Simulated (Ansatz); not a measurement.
Run report: GeH4BrClO3, geometry relaxation

- system: GeH4BrClO3
- method: RHF/def2-SVP (Ansatz 0.2.0)

The input holds or restrains some coordinates. It belongs to a series of runs on one base structure; here: pulled along the bonds that form and break, towards end A. Figures and captions count atoms from 1; the log counts them from 0 in places.

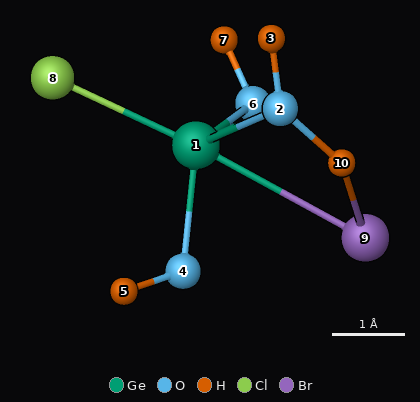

Fig. 1: The structure as given in the input (ball-and-stick view, seen at a tilt; atoms are numbered from 1 in the order of the input). Sticks mark near contacts. Bond lengths as drawn: Br–Ge 2.70 Å, Br–H 1.75 Å, Cl–Ge 2.22 Å, Ge–O 1.77 to 2.12 Å and H–O 1.01 to 1.25 Å.

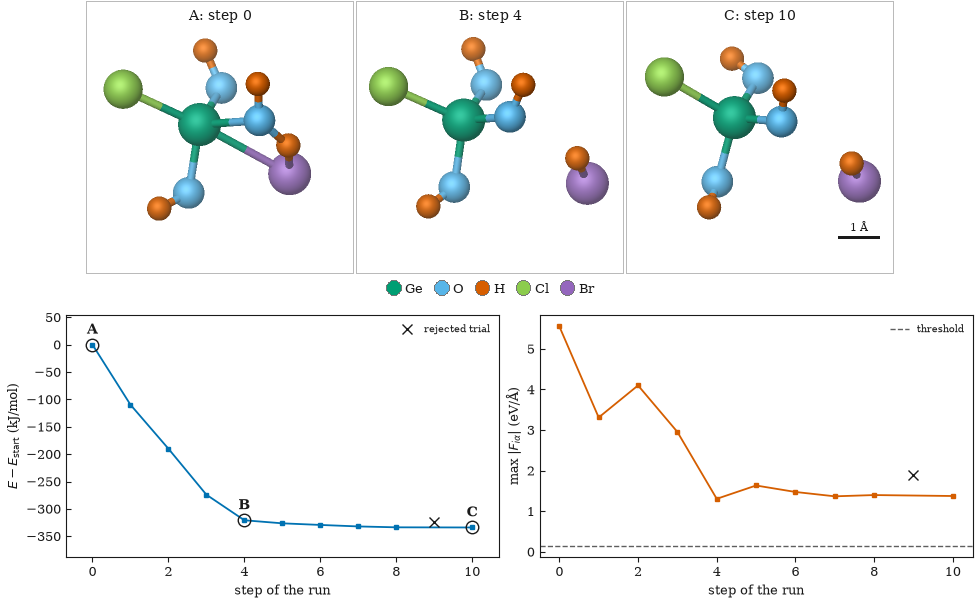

Fig. 2: Frames of the restrained relaxation (ball-and-stick view, seen at a tilt) above the curves, on which the letters mark them (the first geometry is step 0 here and step 1 in the log).

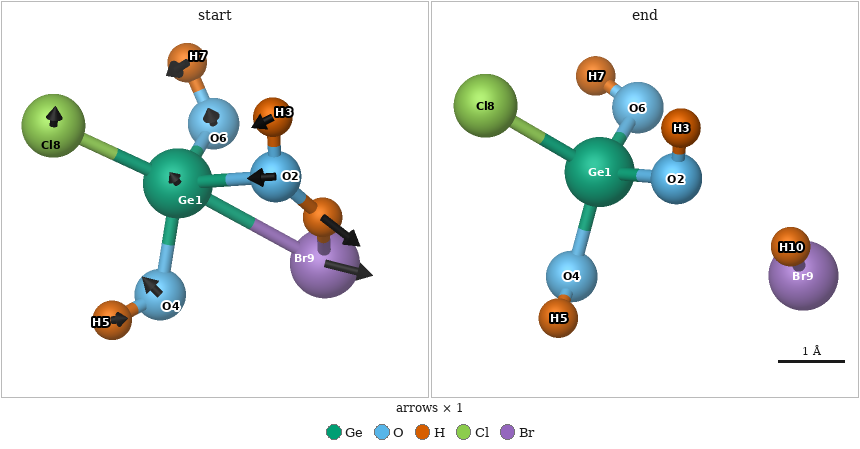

Fig. 3: Before (left) and after (right) the restrained relaxation, at one scale (ball-and-stick view, seen at a tilt). The black arrows give the displacements, at true length. The energy falls by 333.9 kJ/mol in 10 geometry steps. Largest force component: 5.6 eV/Å at the start, 1.4 eV/Å at the end. The line search rejected the trial step at point 9 (counted from 0) and went back. Br9 moves most after the best rigid fit: 0.76 Å. By element the largest moves are Br 0.76 Å, H 0.75 Å, O 0.46 Å, Cl 0.33 Å, Ge 0.23 Å. Distances before and after: O2–H10 1.255 → 2.211 Å, Ge1–Br9 2.700 → 3.613 Å, Ge1–O2 2.120 → 1.756 Å, Br9–H10 1.745 → 1.488 Å. Bonds break: Ge1–Br9 (2.70 → 3.61 Å). Among the angles that change: Ge1–O4–H5 109.5° → 117.0°, Ge1–O2–H3 109.5° → 115.9°, O6–Ge1–Cl8 109.5° → 106.5°. (Atoms are counted from 1 in the order of the input.)

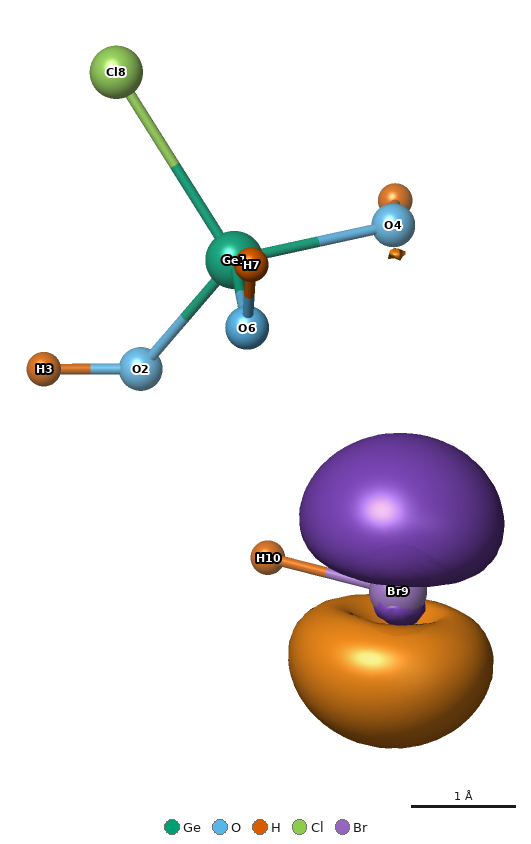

Fig. 4: One frontier orbital at ±0.2 Å⁻³ᐟ² (orange and purple are the two phases), seen at an oblique angle. The HOMO, at −11.19 eV.

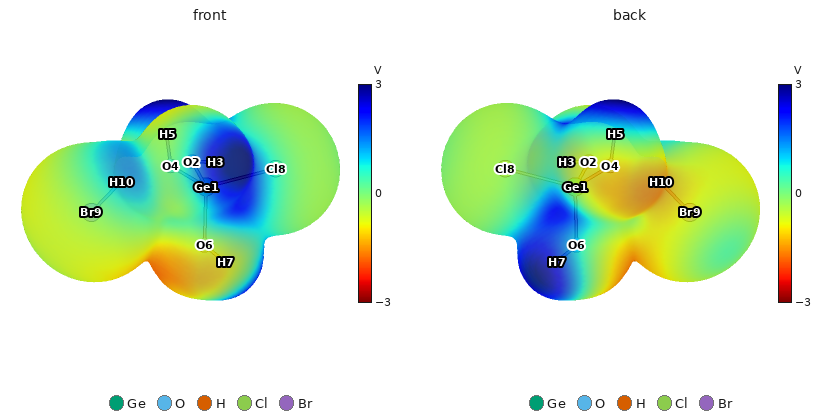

Fig. 5: The electrostatic potential painted on the density surface at 0.002 e/bohr³, seen at a tilt and from behind; red is negative and blue positive.

The input that produced these results follows, with the program's output.

Input
```yaml
crystal:
  periodic: [false, false, false]
  atoms:
    - { symbol: Ge, position_ang: [0.0, 0.0, 0.0] }
    - { symbol: O, position_ang: [0.0, 0.0, 2.12] }
    - { symbol: H, position_ang: [-0.9095, -0.2814, 2.4571] }
    - { symbol: O, position_ang: [1.6691, 0.0, -0.5894] }
    - { symbol: H, position_ang: [1.9855, -0.9521, -0.7061] }
    - { symbol: O, position_ang: [-0.8337, 1.4443, -0.5894] }
    - { symbol: H, position_ang: [-1.7915, 1.2136, -0.8118] }
    - { symbol: Cl, position_ang: [-1.0456, -1.8115, -0.7393] }
    - { symbol: Br, position_ang: [1.416, 2.1354, 0.8514] }
    - { symbol: H, position_ang: [0.6903, 1.0411, 2.0012] }
basis:
  gaussian: { orbitals: def2-SVP }
hamiltonian:
  xc: hf
relax:
  f_tol: 0.15
  max_steps: 25
  restrain:
    - { distance: [0, 8], at: 3.6, k: 30.0 }
    - { distance: [9, 1], at: 2.21, k: 30.0 }
    - { distance: [0, 1], at: 1.77, k: 30.0 }
    - { distance: [9, 8], at: 1.55, k: 30.0 }
output:
  orbitals: {}
```

Launch command:
```bash
ansatz run input.yaml --threads 4 --pin off --max-ram 5120MiB --backend cpu --events-out ev --progress --plain --runs-dir out
```

Log
```
The last accepted step is kept in [file] (removed where the run ends without a failure and the disk answers)
Engine: ansatz 0.2.0, aarch64-unknown-linux-gnu
Functional definition: HF
  exchange = exact_x
  correlation = 0
1472 factors; integrals over basis functions are off by at most 3.0e-4 eV
mean field evaluation 1: about -145120.8369 eV, gradient 5.2e1 eV
mean field evaluation 2: about -145120.9007 eV, gradient 5.2e1 eV
mean field evaluation 4: about -145126.3436 eV, gradient 3.5e0 eV
mean field evaluation 8: about -145126.3912 eV, gradient 1.3e-1 eV
mean field -145126.39138963 eV, -5333.2965133677 hartree, gradient 1.4e-5 eV, S^2 0.000000; 0 other end points of the search recorded, 0 dependent functions left out
the calculation of the forces begins
reference -145126.39138963 eV, -5333.2965133677 hartree; 56, 56 occupied and 88, 88 virtual orbitals, 1472 factors
relax step   1: F+E_penalty+E_count = -145126.39138963 eV  Δ(F+E_penalty+E_count) = +0.000e0 eV  max|allowed force component| = 5.554e0 eV/Å  E_restraint = 28.24662272 eV  max|allowed force component, restraints' pulls added| = 2.782e1 eV/Å  Δτ_max = 0.0000 Å  (37 SCF iters, accepted)
  distance Ge 0 - Br 8 = 2.7000 Å
  distance H 9 - O 1 = 1.2548 Å
  distance Ge 0 - O 1 = 2.1200 Å
  distance H 9 - Br 8 = 1.7453 Å
these checks for a lower state are left out or cut short: starts, cluster_reference, orbital_swaps, neighbouring_geometries, increment
1472 factors; integrals over basis functions are off by at most 3.0e-4 eV
mean field evaluation 16: about -145127.5274 eV, gradient 5.2e-1 eV
mean field -145127.52790522 eV, -5333.3382795454 hartree, gradient 3.2e-5 eV, S^2 0.000000; 0 other end points of the search recorded, 0 dependent functions left out
[... from here on the field's lines of each further geometry are left out, up to the last ...]
relax step   2: F+E_penalty+E_count = -145127.52790522 eV  Δ(F+E_penalty+E_count) = -1.137e0 eV  max|allowed force component| = 3.310e0 eV/Å  E_restraint = 13.43818813 eV  max|allowed force component, restraints' pulls added| = 2.104e1 eV/Å  Δτ_max = 0.1949 Å  (42 SCF iters, accepted)
relax step   3: F+E_penalty+E_count = -145128.36109306 eV  Δ(F+E_penalty+E_count) = -8.332e-1 eV  max|allowed force component| = 4.100e0 eV/Å  E_restraint = 4.20624261 eV  max|allowed force component, restraints' pulls added| = 1.055e1 eV/Å  Δτ_max = 0.1948 Å  (35 SCF iters, accepted)
relax step   4: F+E_penalty+E_count = -145129.23162693 eV  Δ(F+E_penalty+E_count) = -8.705e-1 eV  max|allowed force component| = 2.954e0 eV/Å  E_restraint = 0.36412601 eV  max|allowed force component, restraints' pulls added| = 3.739e0 eV/Å  Δτ_max = 0.1949 Å  (34 SCF iters, accepted)
relax step   5: F+E_penalty+E_count = -145129.71570831 eV  Δ(F+E_penalty+E_count) = -4.841e-1 eV  max|allowed force component| = 1.306e0 eV/Å  E_restraint = 0.07297065 eV  max|allowed force component, restraints' pulls added| = 9.501e-1 eV/Å  Δτ_max = 0.1971 Å  (34 SCF iters, accepted)
relax step   6: F+E_penalty+E_count = -145129.77363445 eV  Δ(F+E_penalty+E_count) = -5.793e-2 eV  max|allowed force component| = 1.634e0 eV/Å  E_restraint = 0.05326127 eV  max|allowed force component, restraints' pulls added| = 4.244e-1 eV/Å  Δτ_max = 0.1999 Å  (33 SCF iters, accepted)
relax step   7: F+E_penalty+E_count = -145129.80403991 eV  Δ(F+E_penalty+E_count) = -3.041e-2 eV  max|allowed force component| = 1.475e0 eV/Å  E_restraint = 0.05361361 eV  max|allowed force component, restraints' pulls added| = 3.467e-1 eV/Å  Δτ_max = 0.1999 Å  (34 SCF iters, accepted)
relax step   8: F+E_penalty+E_count = -145129.83252879 eV  Δ(F+E_penalty+E_count) = -2.849e-2 eV  max|allowed force component| = 1.368e0 eV/Å  E_restraint = 0.06222485 eV  max|allowed force component, restraints' pulls added| = 2.251e-1 eV/Å  Δτ_max = 0.1995 Å  (33 SCF iters, accepted)
relax step   9: F+E_penalty+E_count = -145129.84927446 eV  Δ(F+E_penalty+E_count) = -1.675e-2 eV  max|allowed force component| = 1.399e0 eV/Å  E_restraint = 0.06332787 eV  max|allowed force component, restraints' pulls added| = 1.175e-1 eV/Å  Δτ_max = 0.1474 Å  (33 SCF iters, accepted)
relax step  10: F+E_penalty+E_count = -145129.75443677 eV  Δ(F+E_penalty+E_count) = +9.484e-2 eV  max|allowed force component| = 1.897e0 eV/Å  E_restraint = 0.06632853 eV  max|allowed force component, restraints' pulls added| = 1.897e0 eV/Å  Δτ_max = 0.1950 Å  (33 SCF iters, rejected (line search))
the calculation of the forces begins
reference -145129.85217476 eV, -5333.4236948756 hartree; 56, 56 occupied and 88, 88 virtual orbitals, 1472 factors
relax step  11: F+E_penalty+E_count = -145129.85217476 eV  Δ(F+E_penalty+E_count) = -2.900e-3 eV  max|allowed force component| = 1.376e0 eV/Å  E_restraint = 0.06375282 eV  max|allowed force component, restraints' pulls added| = 8.387e-2 eV/Å  Δτ_max = 0.0610 Å  (34 SCF iters, accepted)
  distance Ge 0 - Br 8 = 3.6130 Å
  distance H 9 - O 1 = 2.2105 Å
  distance Ge 0 - O 1 = 1.7562 Å
  distance H 9 - Br 8 = 1.4876 Å
1472 factors; integrals over basis functions are off by at most 7.0e-4 eV
mean field evaluation 96: about -145129.8522 eV, gradient 2.5e-5 eV
mean field -145129.85217476 eV, -5333.4236948756 hartree, gradient 2.6e-5 eV, S^2 0.000000; 1 other end points of the search recorded, 0 dependent functions left out
the calculation of the forces begins
reference -145129.85217476 eV, -5333.4236948756 hartree; 56, 56 occupied and 88, 88 virtual orbitals, 1472 factors
Total energy: -145129.85217476 eV, -5333.4236948756 hartree
Atom 0 at    -0.186293    -0.146930    -0.006258 Å, force    -0.208330    -0.262661     0.274545 eV/Å
Atom 1 at     0.011481    -0.234244     1.736563 Å, force    -0.077478     0.023646    -0.409562 eV/Å
Atom 2 at    -0.749256    -0.517087     2.225545 Å, force     0.043388     0.007651    -0.018737 eV/Å
Atom 3 at     1.357983    -0.195877    -0.768411 Å, force    -0.057095    -0.083869     0.017129 eV/Å
Atom 4 at     1.966164    -0.854140    -0.464875 Å, force     0.027902     0.041815    -0.017444 eV/Å
Atom 5 at    -1.101752     1.237736    -0.472739 Å, force     0.011711     0.025980     0.017108 eV/Å
Atom 6 at    -1.636635     1.162361    -1.249358 Å, force     0.031354     0.003725     0.001042 eV/Å
Atom 7 at    -1.351127    -1.871007    -0.578412 Å, force     0.042408    -0.034972    -0.002832 eV/Å
Atom 8 at     1.666475     2.649477     1.335860 Å, force    -0.388380    -1.096831     1.281538 eV/Å
Atom 9 at     1.203561     1.559110     2.235786 Å, force     0.574519     1.375516    -1.142787 eV/Å
Dipole moment:    -0.233391    -0.419625     0.140827 e Å
```

Trajectory as extended XYZ (Å, eV, eV/Å), 11 frames, from step=1 to step=11
```
10
Properties=species:S:1:pos:R:3:forces:R:3 step=1 energy=-145126.39139
Ge    0.0000    0.0000    0.0000    1.3086   1.7169   0.6914
O     0.0000    0.0000    2.1200   -2.3245  -1.4341  -2.8939
H    -0.9095   -0.2814    2.4571    2.6642   1.3023  -0.3732
O     1.6691    0.0000   -0.5894   -0.4236  -5.5536  -0.6412
H     1.9855   -0.9521   -0.7061   -0.6154   2.7103  -0.0088
O    -0.8337    1.4443   -0.5894   -3.9595  -2.7994  -0.4765
H    -1.7915    1.2136   -0.8118    2.6586   0.9413   0.3609
Cl   -1.0456   -1.8115   -0.7393    0.5865   1.1296   0.9105
Br    1.4160    2.1354    0.8514    0.4986   1.6140   2.6916
H     0.6903    1.0411    2.0012   -0.3935   0.3726  -0.2609
10
Properties=species:S:1:pos:R:3:forces:R:3 step=2 energy=-145127.52790
Ge   -0.0627   -0.0975    0.0091    1.7846   2.7178   1.3982
O    -0.0686   -0.1086    2.0302   -0.6093  -0.4057  -3.3100
H    -0.9131   -0.2827    2.4618    0.7067   0.2050  -0.4305
O     1.6419   -0.0374   -0.5855   -1.7217  -3.0901   0.3227
H     1.9852   -0.9437   -0.7086   -0.3399   1.4285   0.0379
O    -0.8502    1.4071   -0.5837   -1.7121  -2.7256   0.2209
H    -1.7826    1.2190   -0.8125    1.4657   0.5509   0.2166
Cl   -1.0482   -1.8146   -0.7355   -0.1741  -0.1996   0.2147
Br    1.5041    2.2759    0.9538   -0.5165  -0.3425   2.7922
H     0.7749    1.1720    1.9646    1.1164   1.8613  -1.4627
10
Properties=species:S:1:pos:R:3:forces:R:3 step=3 energy=-145128.36109
Ge   -0.1187   -0.1801    0.0307    2.5071   4.1000   1.5252
O    -0.1369   -0.2267    1.9317    0.4227  -0.0801  -2.9377
H    -0.9241   -0.2900    2.4546   -0.2146  -0.0670  -0.4028
O     1.6102   -0.0561   -0.5733   -2.3419  -2.1461   0.7753
H     1.9824   -0.9352   -0.7071   -0.1935   0.8599   0.0594
O    -0.8528    1.3745   -0.5751   -0.6807  -2.7595   0.5963
H    -1.7739    1.2226   -0.8106    0.7673   0.3847   0.0927
Cl   -1.0569   -1.8282   -0.7383   -0.9163  -1.5053  -0.5407
Br    1.5681    2.3753    1.0318   -0.6431  -0.6829   2.2716
H     0.8832    1.3332    1.9493    1.2931   1.8964  -1.4393
10
Properties=species:S:1:pos:R:3:forces:R:3 step=4 energy=-145129.23163
Ge   -0.1561   -0.2266    0.0418    1.9945   2.9543  -0.0321
O    -0.1753   -0.3221    1.8145   -0.2828   0.0421  -0.2947
H    -0.9294   -0.2936    2.4118    0.5496  -0.0547  -1.0235
O     1.5459   -0.0899   -0.5452   -1.8748  -1.2365   0.6988
H     1.9685   -0.9302   -0.6995   -0.1047   0.3502   0.0753
O    -0.8564    1.3143   -0.5552   -0.2442  -1.9504   0.5754
H    -1.7682    1.2197   -0.8075    0.2130   0.2203  -0.0159
Cl   -1.0958   -1.8913   -0.7665   -0.6508  -0.9962  -0.4442
Br    1.6585    2.5189    1.1277   -0.5686  -0.7035   1.5057
H     0.9888    1.4901    1.9719    0.9688   1.3745  -1.0447
10
Properties=species:S:1:pos:R:3:forces:R:3 step=5 energy=-145129.71571
Ge   -0.1273   -0.1832   -0.0058    0.0404   0.4436   0.0208
O    -0.1248   -0.2797    1.7396   -0.0425   0.0238   0.2139
H    -0.8896   -0.2802    2.3084    0.2243  -0.0349  -0.6095
O     1.5090   -0.1675   -0.5639   -0.1797  -0.3820   0.0664
H     1.9243   -1.0140   -0.6711   -0.0424   0.1906   0.0320
O    -0.9247    1.2558   -0.5716   -0.1098  -0.4593   0.1446
H    -1.8341    1.1511   -0.8135    0.0693   0.0824  -0.0604
Cl   -1.1252   -1.9009   -0.7932   -0.1837  -0.1951  -0.0308
Br    1.7161    2.6329    1.2778   -0.6587  -0.9753   1.2197
H     1.0571    1.5751    2.0870    0.8828   1.3063  -0.9965
10
Properties=species:S:1:pos:R:3:forces:R:3 step=6 energy=-145129.77363
Ge   -0.1254   -0.1277   -0.0027   -0.4387  -0.7573   0.4027
O    -0.0713   -0.2466    1.7544   -0.1010   0.0401  -0.4809
H    -0.9057   -0.3693    2.1912    0.1926   0.0457  -0.0580
O     1.4756   -0.1957   -0.6145    0.2713  -0.0119  -0.0771
H     1.9372   -1.0229   -0.5458   -0.1387   0.2064   0.0070
O    -1.0152    1.2582   -0.4942   -0.2806   0.1822  -0.1861
H    -1.8380    1.1560   -0.9599    0.3684  -0.0861   0.0999
Cl   -1.1662   -1.8845   -0.7288   -0.0322   0.1260   0.0797
Br    1.6496    2.7254    1.3260   -0.3743  -1.3796   1.1165
H     1.2399    1.4965    2.0680    0.5333   1.6345  -0.9036
10
Properties=species:S:1:pos:R:3:forces:R:3 step=7 energy=-145129.80404
Ge   -0.1444   -0.1487   -0.0155   -0.0051  -0.1446   0.3007
O    -0.0212   -0.2197    1.7364   -0.1415  -0.0361  -0.4013
H    -0.8332   -0.3241    2.2126    0.0408  -0.0158  -0.0156
O     1.4429   -0.1806   -0.6807   -0.0027  -0.1309  -0.0495
H     1.9105   -1.0014   -0.6206    0.0301   0.0682   0.0059
O    -1.0153    1.2454   -0.5379   -0.3467  -0.0606  -0.1103
H    -1.7981    1.1073   -1.0591    0.2873   0.0254   0.1077
Cl   -1.2182   -1.8988   -0.6694   -0.0576  -0.0013   0.0299
Br    1.6567    2.6611    1.3710   -0.4277  -1.1793   1.3378
H     1.2010    1.5488    2.2569    0.6230   1.4750  -1.2053
10
Properties=species:S:1:pos:R:3:forces:R:3 step=8 energy=-145129.83253
Ge   -0.1353   -0.1520   -0.0156   -0.2935  -0.3985   0.4084
O     0.0395   -0.2465    1.7287   -0.0669  -0.0035  -0.3037
H    -0.7535   -0.4699    2.2003    0.1378   0.0097  -0.0568
O     1.3923   -0.2619   -0.7987    0.0925  -0.0487   0.0294
H     1.9540   -0.9943   -0.5815   -0.0907   0.1244  -0.0082
O    -1.0158    1.2669   -0.4436   -0.1271  -0.0736  -0.2251
H    -1.6372    1.1772   -1.1540    0.1038   0.0671   0.0654
Cl   -1.3445   -1.8586   -0.5680    0.0328   0.0590  -0.0372
Br    1.5837    2.7067    1.3655   -0.4099  -1.1037   1.2780
H     1.0975    1.6218    2.2605    0.6213   1.3679  -1.1502
10
Properties=species:S:1:pos:R:3:forces:R:3 step=9 energy=-145129.84927
Ge   -0.1804   -0.1492   -0.0078   -0.2056  -0.3629   0.2662
O     0.0342   -0.2561    1.7313    0.0029   0.1118  -0.4582
H    -0.7319   -0.5108    2.2224   -0.0722  -0.0448   0.0839
O     1.3557   -0.2292   -0.7782   -0.0283   0.0675  -0.0495
H     1.9496   -0.8960   -0.4718    0.1164  -0.0512   0.0129
O    -1.0705    1.2565   -0.4587    0.0448  -0.0330   0.1175
H    -1.6179    1.1970   -1.2253   -0.0498  -0.0038  -0.1149
Cl   -1.3458   -1.8754   -0.5792   -0.0078   0.0431   0.0008
Br    1.6144    2.6812    1.3369   -0.3537  -1.1258   1.2656
H     1.1733    1.5714    2.2240    0.5534   1.3990  -1.1242
10
Properties=species:S:1:pos:R:3:forces:R:3 step=10 energy=-145129.75444 accepted=F
Ge   -0.2273   -0.1488   -0.0006   -0.1742  -0.3327   0.1935
O     0.0263   -0.2444    1.7355   -0.8913  -0.3065   0.0732
H    -0.7124   -0.5922    2.2482    0.7627   0.3588  -0.5145
O     1.3052   -0.1936   -0.7880    1.5516  -1.3582   1.0107
H     1.9900   -0.7528   -0.3457   -1.4881   1.2959  -1.0464
O    -1.1538    1.2296   -0.4610   -0.9417   0.0455  -1.8023
H    -1.5868    1.2008   -1.3458    0.9469   0.0438   1.8969
Cl   -1.3917   -1.8755   -0.5683    0.0509  -0.0275   0.0456
Br    1.6792    2.6327    1.3069   -0.3288  -1.1013   1.2796
H     1.2518    1.5337    2.2127    0.5120   1.3822  -1.1363
10
Properties=species:S:1:pos:R:3:forces:R:3 step=11 energy=-145129.85218
Ge   -0.1863   -0.1469   -0.0063   -0.2083  -0.2627   0.2745
O     0.0115   -0.2342    1.7366   -0.0775   0.0236  -0.4096
H    -0.7493   -0.5171    2.2255    0.0434   0.0077  -0.0187
O     1.3580   -0.1959   -0.7684   -0.0571  -0.0839   0.0171
H     1.9662   -0.8541   -0.4649    0.0279   0.0418  -0.0174
O    -1.1018    1.2377   -0.4727    0.0117   0.0260   0.0171
H    -1.6366    1.1624   -1.2494    0.0314   0.0037   0.0010
Cl   -1.3511   -1.8710   -0.5784    0.0424  -0.0350  -0.0028
Br    1.6665    2.6495    1.3359   -0.3884  -1.0968   1.2815
H     1.2036    1.5591    2.2358    0.5745   1.3755  -1.1428
```

Results in brief

| quantity | value |
| --- | --- |
| outcome | converged under the restraints of the input |
| total energy | −145129.8522 eV |
| mean-field energy | −145129.8522 eV |
| largest force (length of the vector) at the end, held atoms and coordinates included | 1.878 eV/Å |
| hardware | 4 threads of Arm Neoverse V2, 24 GiB of memory available, shared host |
| wall time | 28 s (CPU time 1.7 min) |
| peak memory | 0.44 GiB |
